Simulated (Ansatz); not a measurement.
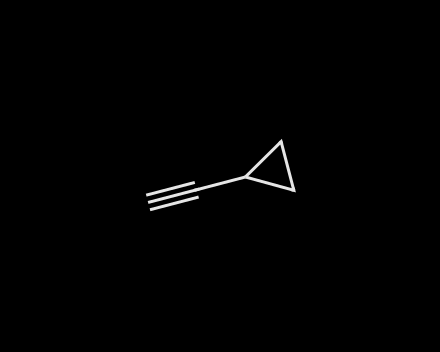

A structural formula.

Question: Transcribe the drawing into SMILES.

Answer: C#CC1CC1

Question: Give the formula, hydrogens included.

Answer: C5H6.

Question: An optimisation with PBE0-D4/def2-TZVP gave a structure of which point group?

Answer: Cs.

The parts below concern this one geometry. Atoms keep their numbers from picture to picture. Computed geometry: PBE0-D4/def2-TZVP optimisation.

### Geometry

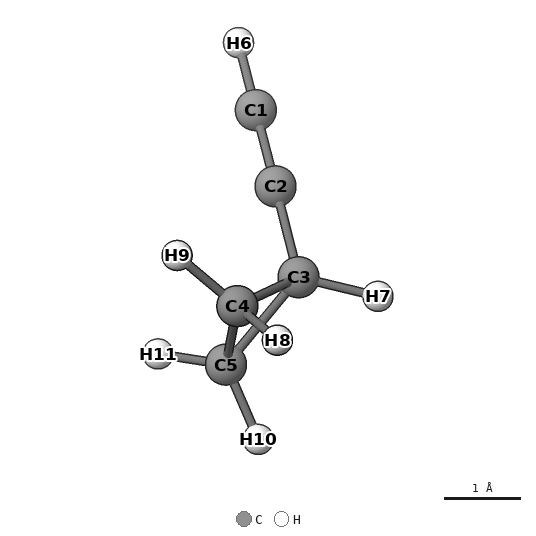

Atoms carry their numbers in the input.

Question: What is the geometry at C2?

Answer: C2 has 2 neighbours (C1 at 1.20, C3 at 1.43 Å); the arrangement is linear.

Question: How are the neighbours of atom 1 arranged?

Answer: C1 has 2 neighbours (C2 at 1.20, H6 at 1.06 Å); the arrangement is linear.

Question: What is the dihedral angle C2–C3–C4–C5?

Answer: 109° in size, that is anticlinal.

### Levels of theory compared

Program: Ansatz 0.2.0.

Compare dipole (D) at these levels: B3LYP-D4/def2-TZVPP; PBE-D4/def2-TZVPP; PBE0-D4/def2-TZVP; r2SCAN-D4/def2-TZVPP; ωB97M-V/def2-TZVPP.

| level | dipole (D) |
| --- | --- |
| B3LYP-D4/def2-TZVPP | 0.99 |
| PBE-D4/def2-TZVPP | 1.02 |
| PBE0-D4/def2-TZVP | 0.99 |
| r2SCAN-D4/def2-TZVPP | 1.05 |
| ωB97M-V/def2-TZVPP | 0.94 |

### Vibrations

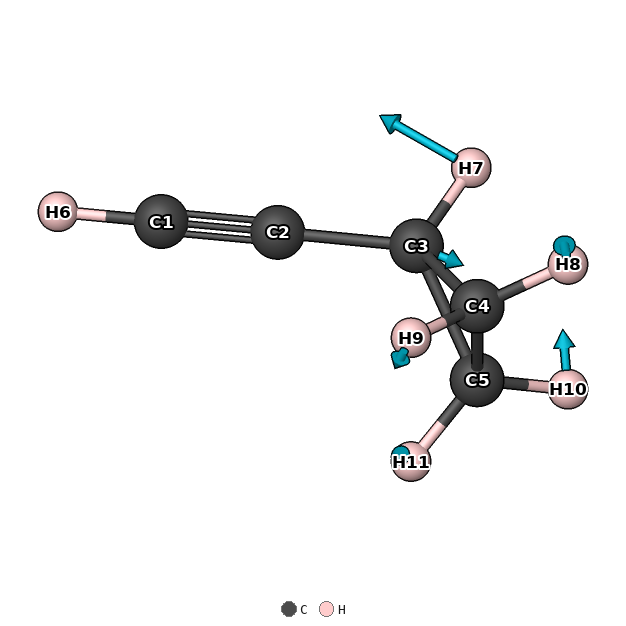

The arrows show one normal mode. Harmonic vibrations computed with RKS PBE0-D4/def2-TZVP (Ansatz 0.2.0) at a stationary point of the same level.

Question: At what wavenumber does it lie?

Answer: 1388 cm⁻¹; it is mode 18 of 27 counted from the lowest.

### Charges

The questions are on Mulliken charges. Method: RKS ωB97M-V/def2-TZVPP (Ansatz 0.2.0).

Question: Which atom carries the highest charge (most positive or least negative)?

Answer: H6 (0.24 e).

Question: And the lowest?

Answer: C2 (−0.31 e).

Give the Mulliken charges atom by atom.

| atom | value (e) |
| --- | --- |
| C1 | 0.02 |
| C2 | −0.31 |
| C3 | −0.15 |
| C4 | −0.15 |
| C5 | −0.15 |
| H6 | 0.24 |
| H7 | 0.10 |
| H8 | 0.10 |
| H9 | 0.10 |
| H10 | 0.10 |
| H11 | 0.10 |

### Thermal motion

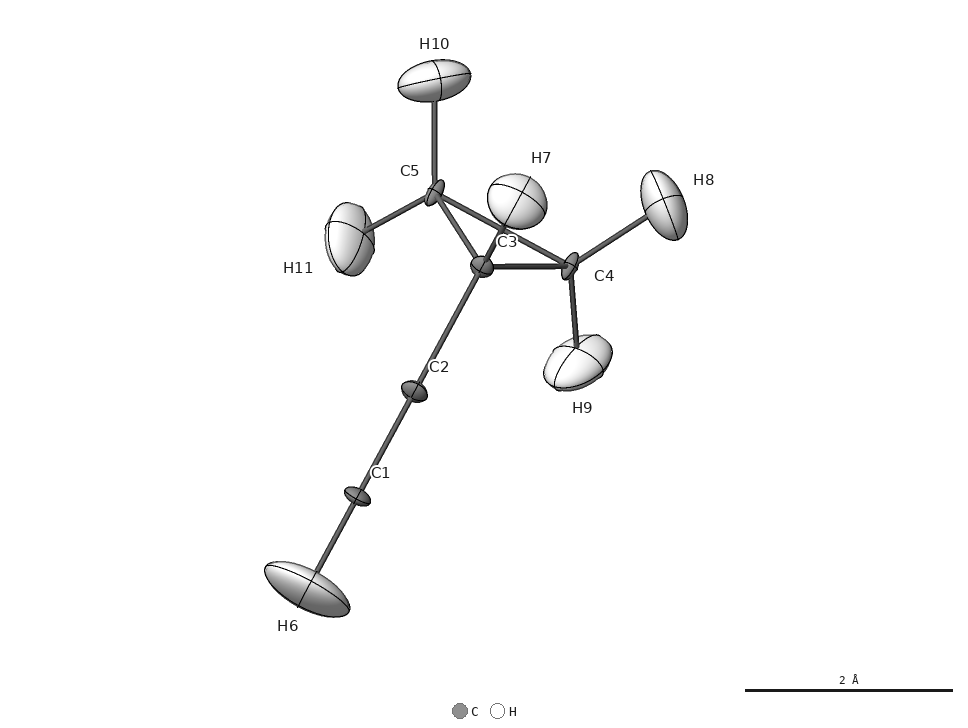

Displacement ellipsoids at the 50 % level, enlarged 1.5 times, from the internal vibrations of the free molecule (harmonic, no overall translation or rotation; no half-axis is drawn under 0.075 Å). Vibrations computed with RKS PBE0-D4/def2-TZVP (Ansatz 0.2.0). Temperature: 298 K.

Question: Which atom moves most?

Answer: H6, with U_eq = 0.0278 Å².

Question: Does H6 move more along its bond or across it?

Answer: Across it: the root-mean-square amplitude is 0.079 Å along the bond and up to 0.198 Å across, since bending and torsion are softer than stretching.

Give the displacement parameters, one line for each set of equivalent atoms.

| atom | U_eq (Å²) | rms amplitudes (Å) |
| --- | --- | --- |
| C1 | 0.0030 | 0.029, 0.059, 0.068 |
| C2 | 0.0029 | 0.034, 0.058, 0.064 |
| C3 | 0.0021 | 0.030, 0.049, 0.055 |
| C4, C5 | 0.0019 | 0.026, 0.030, 0.063 |
| H6 | 0.0278 | 0.077, 0.196, 0.198 |
| H7 | 0.0131 | 0.086, 0.125, 0.127 |
| H8, H10 | 0.0164 | 0.084, 0.134, 0.156 |
| H9, H11 | 0.0174 | 0.078, 0.127, 0.173 |

Mulliken values depend strongly on the basis set and can even reverse the polarity of a bond.
